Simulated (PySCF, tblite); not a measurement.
**C₄H₁₅B₂NSi: geometry, infrared bands and NMR shifts**

Aim: predict the infrared bands and NMR shifts of C₄H₁₅B₂NSi (`C[SiH2]B(C)NB(C)C`).

Computed with tblite 0.8.0 and PySCF 2.14.0, with density-fitted response routines of our own, on a single molecule in the gas phase. Atoms are numbered from 0 throughout.

### 1 The starting structure

23 atoms, charge 0, multiplicity 1; geometry from: force field or distance geometry start.

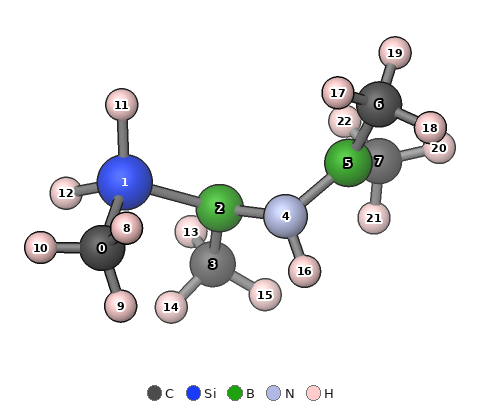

As it starts; carbon dark grey, silicon blue, boron green, nitrogen light blue, hydrogen pink, atoms numbered.

### 2 Geometry optimisation with GFN2-xTB

What the job is given:

```
{"job": {"kind": "relax", "xc": "GFN2-xTB", "basis": "xTB"}, "charge": 0, "multiplicity": 1}
C      3.067700    -1.248400     0.324100
Si     1.992900    -0.496000    -1.043700
B      0.527700     0.523800    -0.273200
C      0.864400     2.076700    -0.065000
N     -0.324800    -0.195200     0.775800
B     -1.786300    -0.295500     0.380400
C     -2.552400    -1.679200     0.244700
C     -2.526700     1.044100    -0.043900
H      2.676400    -2.234900     0.645700
H      3.164500    -0.540600     1.191200
H      4.068200    -1.375200    -0.138300
H      1.529700    -1.507700    -1.987100
H      2.865000     0.426900    -1.782000
H      0.840000     2.538800    -1.061200
H      1.903200     2.100200     0.356500
H      0.213500     2.552300     0.697900
H     -0.226600     0.292500     1.698400
H     -1.847800    -2.540100     0.106800
H     -3.131000    -1.878100     1.192200
H     -3.274500    -1.631200    -0.580400
H     -3.607800     1.040500     0.215800
H     -2.086400     1.878700     0.543200
H     -2.353600     1.174400    -1.114800
```

The run is started by

```bash
$ OMP_NUM_THREADS=1 python probes_run.py task.json out
```

This one command runs all jobs of the session in turn.

Standard output:

```text
step      E/eV     max force
  0    -633.59048    2.399
  1    -633.87435    1.631
  2    -634.08969    0.916
  3    -634.14127    0.580
  4    -634.19568    0.478
  5    -634.21902    0.455
  6    -634.27110    0.438
  7    -634.29769    0.366
  8    -634.32964    0.419
  9    -634.35639    0.393
 10    -634.38581    0.367
 11    -634.40959    0.383
 12    -634.42907    0.339
 13    -634.44578    0.327
 14    -634.46317    0.373
 15    -634.48356    0.370
 16    -634.50569    0.410
 17    -634.52618    0.378
 18    -634.54589    0.359
 19    -634.56788    0.431
 20    -634.59257    0.412
 21    -634.62012    0.399
 22    -634.65147    0.338
 23    -634.68899    0.460
 24    -634.73707    0.674
 25    -634.79920    0.921
 26    -634.84297    1.320
 27    -634.93593    0.850
 28    -635.02088    0.648
 29    -635.14646    0.729
 30    -635.20243    1.101
 31    -635.26836    0.763
 32    -635.33561    0.598
 33    -635.38202    0.423
 34    -635.40235    0.428
 35    -635.42682    0.308
 36    -635.44143    0.307
 37    -635.45453    0.312
 38    -635.46594    0.342
 39    -635.47555    0.283
 40    -635.48443    0.205
 41    -635.49430    0.201
 42    -635.50409    0.276
 43    -635.51300    0.296
 44    -635.52100    0.237
 45    -635.52761    0.140
 46    -635.53181    0.114
 47    -635.53432    0.098
 48    -635.53605    0.079
 49    -635.53757    0.080
 50    -635.53898    0.081
 51    -635.54033    0.127
 52    -635.54181    0.130
 53    -635.54367    0.136
 54    -635.54572    0.129
 55    -635.54742    0.074
 56    -635.54857    0.072
 57    -635.54947    0.072
 58    -635.55040    0.084
 59    -635.55150    0.087
 60    -635.55289    0.091
 61    -635.55480    0.089
 62    -635.55730    0.119
 63    -635.55994    0.117
 64    -635.56200    0.091
 65    -635.56341    0.068
 66    -635.56452    0.069
 67    -635.56561    0.074
 68    -635.56657    0.066
 69    -635.56741    0.061
 70    -635.56820    0.069
 71    -635.56904    0.079
 72    -635.56985    0.053
 73    -635.57059    0.049
 74    -635.57119    0.047
 75    -635.57174    0.064
 76    -635.57230    0.053
 77    -635.57305    0.050
 78    -635.57401    0.076
 79    -635.57519    0.083
 80    -635.57640    0.072
 81    -635.57728    0.052
 82    -635.57782    0.049
 83    -635.57836    0.077
 84    -635.57900    0.092
 85    -635.57981    0.094
 86    -635.58089    0.091
 87    -635.58214    0.072
 88    -635.58350    0.105
 89    -635.58476    0.086
 90    -635.58557    0.071
 91    -635.58611    0.051
 92    -635.58663    0.083
 93    -635.58732    0.101
 94    -635.58820    0.064
 95    -635.58901    0.052
 96    -635.58965    0.074
 97    -635.59063    0.101
 98    -635.59158    0.083
 99    -635.59247    0.058
100    -635.59326    0.057
101    -635.59419    0.078
102    -635.59532    0.101
103    -635.59616    0.102
104    -635.59778    0.093
105    -635.59929    0.080
106    -635.60109    0.091
107    -635.60228    0.091
108    -635.60372    0.083
109    -635.60527    0.083
110    -635.60709    0.125
111    -635.60705    0.218
112    -635.61002    0.088
113    -635.61098    0.060
114    -635.61241    0.101
115    -635.61305    0.094
116    -635.61455    0.092
117    -635.61524    0.073
118    -635.61593    0.062
119    -635.61680    0.086
120    -635.61772    0.093
121    -635.61848    0.069
122    -635.61889    0.033
123    -635.61911    0.030
124    -635.61927    0.030
125    -635.61952    0.035
126    -635.61981    0.036
127    -635.62017    0.045
128    -635.62063    0.050
129    -635.62113    0.055
130    -635.62168    0.051
131    -635.62222    0.042
132    -635.62269    0.047
133    -635.62310    0.044
134    -635.62350    0.043
135    -635.62398    0.046
136    -635.62451    0.053
137    -635.62502    0.049
138    -635.62541    0.052
139    -635.62574    0.047
140    -635.62605    0.034
141    -635.62643    0.037
142    -635.62686    0.043
143    -635.62739    0.062
144    -635.62809    0.079
145    -635.62903    0.081
146    -635.63017    0.074
147    -635.63139    0.106
148    -635.63213    0.085
149    -635.63323    0.088
150    -635.63396    0.073
151    -635.63514    0.064
152    -635.63566    0.072
153    -635.63649    0.058
154    -635.63721    0.060
155    -635.63774    0.052
156    -635.63838    0.060
157    -635.63890    0.056
158    -635.63945    0.054
159    -635.63992    0.044
160    -635.64047    0.057
161    -635.64083    0.083
162    -635.64148    0.055
163    -635.64213    0.047
164    -635.64262    0.037
165    -635.64287    0.030
166    -635.64305    0.028
167    -635.64320    0.037
168    -635.64332    0.039
169    -635.64344    0.026
170    -635.64356    0.020
171    -635.64363    0.022
172    -635.64373    0.023
173    -635.64383    0.024
174    -635.64394    0.029
175    -635.64406    0.032
176    -635.64418    0.029
177    -635.64429    0.026
178    -635.64440    0.025
179    -635.64449    0.022
180    -635.64457    0.028
181    -635.64467    0.026
182    -635.64480    0.024
183    -635.64498    0.027
184    -635.64512    0.035
185    -635.64536    0.038
186    -635.64560    0.032
187    -635.64586    0.033
188    -635.64610    0.036
189    -635.64637    0.041
190    -635.64661    0.065
191    -635.64669    0.084
192    -635.64729    0.055
193    -635.64764    0.049
194    -635.64837    0.047
195    -635.64868    0.061
196    -635.64903    0.049
197    -635.64951    0.043
198    -635.64984    0.045
199    -635.65038    0.046
200    -635.65084    0.043
201    -635.65125    0.064
202    -635.65167    0.046
203    -635.65204    0.045
204    -635.65249    0.049
205    -635.65305    0.065
206    -635.65340    0.060
207    -635.65364    0.074
208    -635.65404    0.032
209    -635.65432    0.029
210    -635.65468    0.037
211    -635.65487    0.036
212    -635.65510    0.021
213    -635.65527    0.024
214    -635.65538    0.030
215    -635.65545    0.025
216    -635.65555    0.030
217    -635.65564    0.029
218    -635.65575    0.028
219    -635.65585    0.026
220    -635.65598    0.023
221    -635.65609    0.023
222    -635.65619    0.023
223    -635.65629    0.021
224    -635.65640    0.025
225    -635.65651    0.021
226    -635.65660    0.018
227    -635.65666    0.016
228    -635.65673    0.017
229    -635.65678    0.015
230    -635.65684    0.016
231    -635.65689    0.019
232    -635.65697    0.026
233    -635.65708    0.028
234    -635.65722    0.024
235    -635.65741    0.028
236    -635.65762    0.032
237    -635.65786    0.031
238    -635.65809    0.034
239    -635.65826    0.026
240    -635.65835    0.018
241    -635.65840    0.014
242    -635.65842    0.012
243    -635.65844    0.013
244    -635.65846    0.011
245    -635.65848    0.012
246    -635.65850    0.010
247    -635.65854    0.012
248    -635.65859    0.016
249    -635.65867    0.019
250    -635.65877    0.022
251    -635.65890    0.025
252    -635.65902    0.023
253    -635.65911    0.020
254    -635.65920    0.019
255    -635.65931    0.023
256    -635.65942    0.026
257    -635.65952    0.023
258    -635.65961    0.022
259    -635.65971    0.022
260    -635.65986    0.020
261    -635.65998    0.027
262    -635.66016    0.029
263    -635.66031    0.029
264    -635.66044    0.032
265    -635.66058    0.038
266    -635.66073    0.036
267    -635.66099    0.029
268    -635.66114    0.021
269    -635.66130    0.022
270    -635.66144    0.031
271    -635.66152    0.030
272    -635.66158    0.032
273    -635.66165    0.020
274    -635.66173    0.013
275    -635.66178    0.021
276    -635.66184    0.018
277    -635.66188    0.011
278    -635.66190    0.011
279    -635.66192    0.009
```

Run time: 4.1 s. Hardware: 1 thread of Arm Neoverse N1, shared host; peak memory 0.18 GiB.

Along the way: (not every step is listed)

| step | energy from step 0 (eV) | largest force (eV/Å) |
| --- | --- | --- |
| 0 | 0.0000 | 2.3987 |
| 1 | -0.2839 | 1.6306 |
| 2 | -0.4992 | 0.9162 |
| 3 | -0.5508 | 0.5796 |
| 4 | -0.6052 | 0.4776 |
| 5 | -0.6285 | 0.4550 |
| 6 | -0.6806 | 0.4377 |
| 7 | -0.7072 | 0.3663 |
| 8 | -0.7392 | 0.4191 |
| 34 | -1.8119 | 0.4276 |
| 60 | -1.9624 | 0.0907 |
| 86 | -1.9904 | 0.0910 |
| 112 | -2.0195 | 0.0883 |
| 138 | -2.0349 | 0.0520 |
| 164 | -2.0521 | 0.0370 |
| 190 | -2.0561 | 0.0647 |
| 216 | -2.0651 | 0.0300 |
| 242 | -2.0679 | 0.0116 |
| 268 | -2.0707 | 0.0214 |
| 274 | -2.0713 | 0.0135 |
| 275 | -2.0713 | 0.0213 |
| 276 | -2.0714 | 0.0184 |
| 277 | -2.0714 | 0.0107 |
| 278 | -2.0714 | 0.0108 |
| 279 | -2.0714 | 0.0093 |

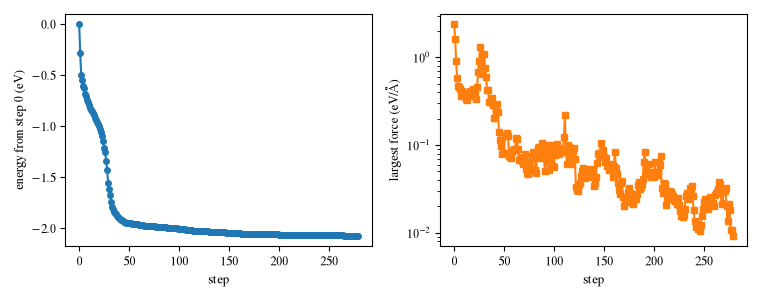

Energy and force, step by step.

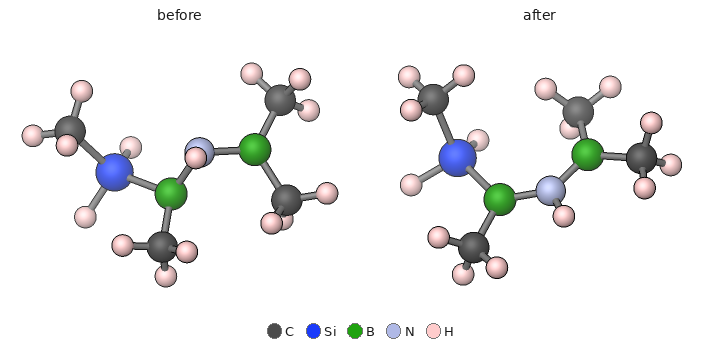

The geometry before (left) and after (right).

Distances of close pairs at the start and the end, largest changes first:

| bond | before (Å) | after (Å) | change (Å) |
| --- | --- | --- | --- |
| B2–N4 | 1.531 | 1.414 | -0.117 |
| N4–B5 | 1.517 | 1.422 | -0.096 |
| C6–H18 | 1.128 | 1.087 | -0.040 |
| C0–H9 | 1.123 | 1.087 | -0.037 |
| C6–H17 | 1.121 | 1.087 | -0.034 |
| N4–H16 | 1.048 | 1.015 | -0.033 |
| C3–H14 | 1.121 | 1.090 | -0.032 |
| Si1–B2 | 1.944 | 1.970 | +0.026 |

The end geometry stands in the next job.

### 3 Vibrational analysis with GFN2-xTB

What the job is given:

```
{"job": {"kind": "ir", "xc": "GFN2-xTB", "basis": "xTB"}, "charge": 0, "multiplicity": 1}
C      2.273962    -1.720161     0.538250
Si     1.766635    -0.539478    -0.879677
B      0.716293     0.980055    -0.194194
C      1.504337     2.347698     0.006479
N     -0.648142     0.984863     0.176703
B     -1.702332     0.032493     0.126584
C     -1.524098    -1.415037    -0.481776
C     -3.124096     0.462781     0.687086
H      1.410566    -2.138973     1.047527
H      2.865742    -1.195849     1.283777
H      2.871698    -2.547056     0.168772
H      1.206803    -1.386164    -1.953235
H      3.057243    -0.097477    -1.462439
H      1.853120     2.726402    -0.954743
H      2.403376     2.203169     0.605180
H      0.922959     3.141802     0.476783
H     -0.952906     1.873202     0.561481
H     -0.715009    -1.962758    -0.006513
H     -2.424431    -2.017899    -0.390134
H     -1.273706    -1.363732    -1.539088
H     -3.466231    -0.229431     1.454850
H     -3.152870     1.464309     1.113511
H     -3.873664     0.424227    -0.102168
```

Standard output:

```text
mode    cm-1     km/mol
  1      15.1      0.14
  2      50.5      0.79
  3      68.9      0.12
  4      72.3      1.00
  5      99.4      0.26
  6     107.5      0.15
  7     127.7      0.10
  8     144.2      2.52
  9     157.7      0.94
 10     212.1      0.55
 11     261.7      0.50
 12     307.3      4.21
 13     362.1      1.58
 14     390.2      3.61
 15     444.7     24.48
 16     491.1     30.51
 17     533.0      4.63
 18     579.7     11.16
 19     676.6    104.07
 20     717.3     23.57
 21     727.5     23.06
 22     734.2     48.64
 23     782.9      9.20
 24     818.5     65.81
 25     826.3     96.43
 26     853.8     51.04
 27     861.7     24.47
 28     862.6      7.63
 29     871.5    287.91
 30     901.4    226.31
 31     922.6     14.41
 32    1034.0     26.35
 33    1126.6    119.18
 34    1239.5     87.15
 35    1321.4    184.78
 36    1366.9      3.89
 37    1381.1    527.74
 38    1390.4     53.21
 39    1397.1      3.56
 40    1407.5     97.96
 41    1491.3      7.73
 42    1493.0      2.45
 43    1495.8      2.19
 44    1496.7      0.12
 45    1499.0      0.25
 46    1502.2      0.49
 47    1505.6      0.29
 48    1506.2      0.05
 49    2097.9    511.09
 50    2145.5    303.82
 51    2989.9     73.98
 52    2995.7     31.01
 53    3009.5     31.50
 54    3013.4     60.73
 55    3015.8     12.12
 56    3026.5      8.76
 57    3027.7     51.27
 58    3027.9     37.27
 59    3032.1     29.93
 60    3038.5     51.68
 61    3047.0     33.06
 62    3048.8     10.14
 63    3356.8      9.30
```

It took 1.7 s on 1 thread of Arm Neoverse N1, shared host; peak memory 0.18 GiB.

Which atoms move in the most intense modes:

| cm⁻¹ | km/mol | atoms |
| --- | --- | --- |
| 677 | 104.1 | H12 50 %, H11 24 %, H10 11 % |
| 872 | 287.9 | H11 42 %, H12 37 % |
| 901 | 226.3 | B5 26 %, H22 13 %, H20 11 %, H19 10 % |
| 1127 | 119.2 | B5 57 %, B2 11 % |
| 1321 | 184.8 | H16 42 %, B5 25 %, B2 17 % |
| 1381 | 527.7 | N4 26 %, H16 20 % |
| 2098 | 511.1 | H12 89 % |
| 2146 | 303.8 | H11 89 % |

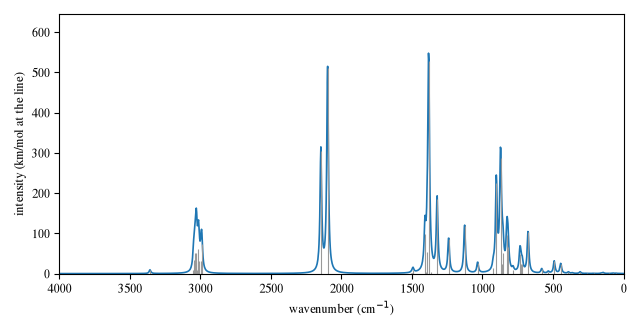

The infrared spectrum from these modes, unscaled. Lines are broadened to a width of 14 cm⁻¹ (Lorentzian).

### 4 NMR shieldings: PBE0/pcSseg-1

The job, as its differences from that of step 3:

```diff
@@ -1,2 +1,2 @@
-{"job": {"kind": "ir", "xc": "GFN2-xTB", "basis": "xTB"}, "charge": 0, "multiplicity": 1}
+{"job": {"kind": "nmr", "xc": "PBE0", "basis": "pcSseg-1"}, "charge": 0, "multiplicity": 1}
 C      2.273962    -1.720161     0.538250
```

With the program's defaults for keys left out, this is: GIAO PBE0/pcSseg-1 NMR shielding, non-relativistic, gas phase.

Standard output:

```text
coarse grid: 18504 points
cycle   1  E = -554.8516075278  dE =  4.434e-01  |g| = 6.337e-01  |ddm| = 4.030e+00
cycle   2  E = -554.8301311748  dE =  2.148e-02  |g| = 7.043e-01  |ddm| = 1.097e+00
cycle   3  E = -554.9549468856  dE = -1.248e-01  |g| = 6.089e-02  |ddm| = 6.001e-01
cycle   4  E = -554.9556156142  dE = -6.687e-04  |g| = 3.237e-02  |ddm| = 6.975e-02
cycle   5  E = -554.9558401594  dE = -2.245e-04  |g| = 5.222e-03  |ddm| = 2.268e-02
cycle   6  E = -554.9558472607  dE = -7.101e-06  |g| = 1.596e-03  |ddm| = 7.309e-03
final grid: 170752 points
cycle   7  E = -554.9948784891  dE = -5.326e-05  |g| = 1.042e-02  |ddm| = 4.235e-02
cycle   8  E = -554.9948692397  dE =  9.249e-06  |g| = 1.216e-02  |ddm| = 1.726e-02
cycle   9  E = -554.9949054937  dE = -3.625e-05  |g| = 8.670e-04  |ddm| = 9.425e-03
cycle  10  E = -554.9949056613  dE = -1.676e-07  |g| = 2.435e-04  |ddm| = 8.487e-04
cycle  11  E = -554.9949056729  dE = -1.157e-08  |g| = 6.905e-05  |ddm| = 2.202e-04
cycle  12  E = -554.9949056741  dE = -1.199e-09  |g| = 2.080e-05  |ddm| = 8.760e-05
cycle  13  E = -554.9949056742  dE = -1.064e-10  |g| = 3.204e-06  |ddm| = 2.092e-05
converged SCF energy = -554.9949056742

GIAO shielding tensors (ppm)
atom      isotropic    diamagn.    paramagn.     s11        s22        s33       span
  0 C      196.353     253.505     -57.153    191.424    196.155    201.480     10.056
  1 Si     430.717     882.275    -451.558    400.131    439.574    452.447     52.316
  2 B       39.015     197.452    -158.438    -28.710     25.308    120.446    149.156
  3 C      166.188     254.415     -88.228    148.553    158.985    191.025     42.471
  4 N       65.691     322.830    -257.139    -81.457    100.180    178.350    259.807
  5 B       43.290     190.726    -147.436    -14.630     35.433    109.066    123.696
  6 C      180.414     255.888     -75.474    170.867    183.411    186.964     16.097
  7 C      172.519     253.695     -81.176    160.496    162.094    194.967     34.471
  8 H       31.750      33.347      -1.597     26.256     30.670     38.326     12.070
  9 H       31.670      31.261       0.409     26.987     29.325     38.699     11.712
 10 H       31.376      28.921       2.455     26.798     27.641     39.688     12.890
 11 H       27.768      30.974      -3.207     24.328     27.165     31.810      7.482
 12 H       27.833      30.552      -2.719     24.685     26.040     32.774      8.090
 13 H       30.639      30.545       0.094     26.899     29.379     35.639      8.740
 14 H       30.517      31.282      -0.765     26.763     29.987     34.800      8.038
 15 H       31.316      32.027      -0.711     27.503     29.929     36.516      9.014
 16 H       24.272      34.134      -9.862     19.878     24.771     28.166      8.288
 17 H       31.215      34.873      -3.658     25.593     30.562     37.489     11.897
 18 H       30.973      31.415      -0.442     26.549     29.904     36.467      9.918
 19 H       31.043      33.270      -2.227     26.225     30.657     36.247     10.022
 20 H       30.800      30.389       0.411     27.199     29.390     35.811      8.613
 21 H       31.574      31.429       0.145     27.357     30.159     37.207      9.850
 22 H       30.816      29.474       1.342     27.236     29.205     36.008      8.773
```

Run time: 82 s. Hardware: 1 thread of Arm Neoverse N1, shared host; peak memory 1.1 GiB.

The references, computed at this level on geometries of the same kind, shield at (ppm): ¹H TMS 31.72, ¹³C TMS 186.9, ²⁹Si TMS 349.2, ¹⁵N NH3 267.7, ¹¹B BF3·OEt2 100.1. Their shielding less the atom's gives the shift. The references are single molecules in the gas phase, so shifts against H2O, NH3, PH3, H3PO4 or CFCl3 are not on the usual liquid scales and can be off by tens of ppm. Atoms listed in one row are averaged.

| atoms | environment | σ (ppm) | δ (ppm) | δ scaled to CDCl3 |
| --- | --- | --- | --- | --- |
| C3 | methyl carbon bonded to B | 166.2 | 20.7 | 18.3 |
| C6, C7 | methyl carbon bonded to B | 176.5 | 10.5 | 8.3 |
| C0 | methyl carbon bonded to Si | 196.4 | -9.4 | -11.1 |
| H16 | hydrogen on a nitrogen bonded to 2 B | 24.27 | 7.45 | – |
| H11, H12 | hydrogen on a silicon bonded to C, B | 27.80 | 3.92 | – |
| H13, H14, H15 | hydrogen on a methyl carbon bonded to B | 30.82 | 0.89 | 0.95 |
| H17, H18, H19, H20, H21, H22 | hydrogen on a methyl carbon bonded to B | 31.07 | 0.65 | 0.72 |
| H8, H9, H10 | hydrogen on a methyl carbon bonded to Si | 31.60 | 0.12 | 0.22 |
| Si1 | silicon bonded to C, B, 2 H | 430.7 | -81.6 | – |
| B2 | boron bonded to C, N, Si | 39.0 | 61.1 | – |
| B5 | boron bonded to 2 C, N | 43.3 | 56.8 | – |
| N4 | nitrogen bonded to 2 B, H | 65.7 | 202.0 | – |

The scaled column applies a straight-line fit of computed shieldings to shifts measured in CDCl3 (root-mean-square error 0.16 ppm for H, 1.9 ppm for C).

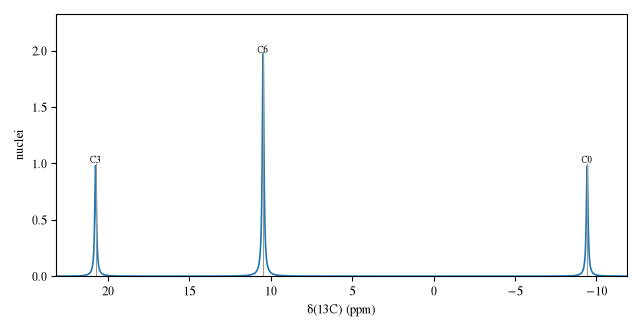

¹³C lines at the computed shifts, without couplings. Lines are broadened to a width of 0.12 ppm (Lorentzian).

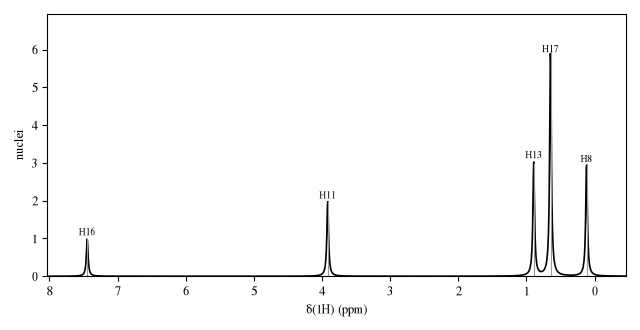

¹H lines at the computed shifts, without couplings. Lines are broadened to a width of 0.03 ppm (Lorentzian).

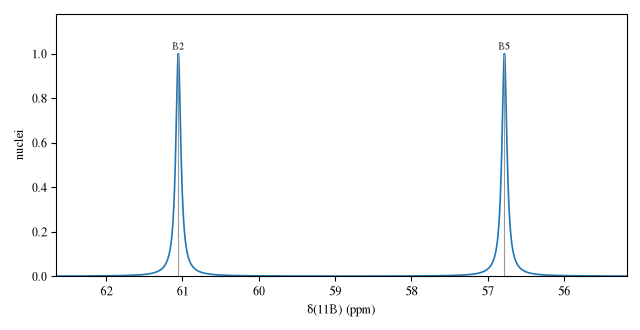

¹¹B lines at the computed shifts, without couplings. Lines are broadened to a width of 0.08 ppm (Lorentzian).

The run also stored atomic charges by several schemes (e):

| atoms | Mulliken | IAO | Hirshfeld | ESP fit |
| --- | --- | --- | --- | --- |
| C0 | -0.62 | -0.69 | -0.21 | -0.40 |
| Si1 | 0.42 | 0.57 | 0.26 | 0.32 |
| B2 | 0.18 | 0.06 | 0.12 | 0.49 |
| C3 | -0.53 | -0.56 | -0.20 | -0.55 |
| N4 | -0.49 | -0.40 | -0.21 | -0.89 |
| B5 | 0.45 | 0.35 | 0.22 | 0.83 |
| C6, C7 | -0.53 | -0.58 | -0.20 | -0.75 |

Mulliken charges:

C0 -0.62; Si1 0.42; B2 0.18; C3 -0.53; N4 -0.49; B5 0.45; C6 -0.53; C7 -0.53; H8 0.14; H9 0.13; H10 0.14; H11 -0.07; H12 -0.07; H13 0.14; H14 0.14; H15 0.10; H16 0.21; H17 0.15; H18 0.12; H19 0.15; H20 0.13; H21 0.11; H22 0.13

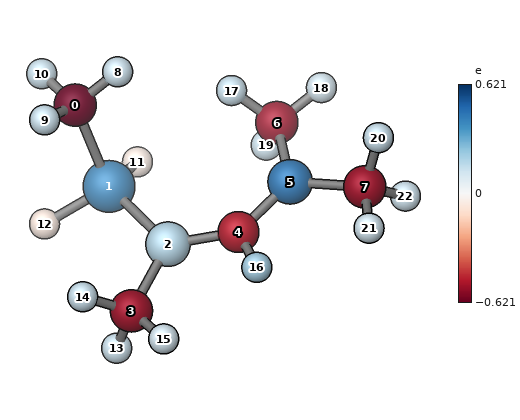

Mulliken charges, as colours on the atoms.

Mayer bond orders: C0–Si1 0.95, Si1–B2 0.92, B2–C3 1.01, B2–N4 1.24, N4–B5 1.17, B5–C6 1.04, B5–C7 1.03.

### 5 What came out

| quantity | value |
| --- | --- |
| strongest single infrared mode (GFN2-xTB) | 1381 cm⁻¹, 528 km/mol |
| zero-point energy (GFN2-xTB) | 118.0 kcal/mol |
| ¹³C shifts against TMS (PBE0/pcSseg-1, means over atoms taken as alike) | 20.7, 10.5, -9.4 ppm |
| ¹H shifts against TMS (PBE0/pcSseg-1, means over atoms taken as alike) | 7.45, 3.92, 0.89, 0.65, 0.12 ppm |
| ²⁹Si shifts against TMS (PBE0/pcSseg-1) | -81.6 ppm |
| ¹¹B shifts against BF3·OEt2 (PBE0/pcSseg-1) | 61.1, 56.8 ppm |
| ¹⁵N shifts against NH3 (PBE0/pcSseg-1) | 202.0 ppm |

In words: The optimisation took 279 steps and gained 2.071 eV; among the close pairs (by a distance rule), B2–N4 changed most, from 1.531 to 1.414 Å. All 63 modes are real, so the xTB geometry is a minimum. The strongest single mode, at 1381 cm⁻¹, is spread over many atoms; the largest shares are those of N4, H16. GFN2-xTB is a fitted tight-binding method: band positions and strengths are rough. Its intensities can rank the bands wrongly. At PBE0/pcSseg-1: The widest tensor belongs to N4: span 260 ppm, with a paramagnetic part of -257 ppm.
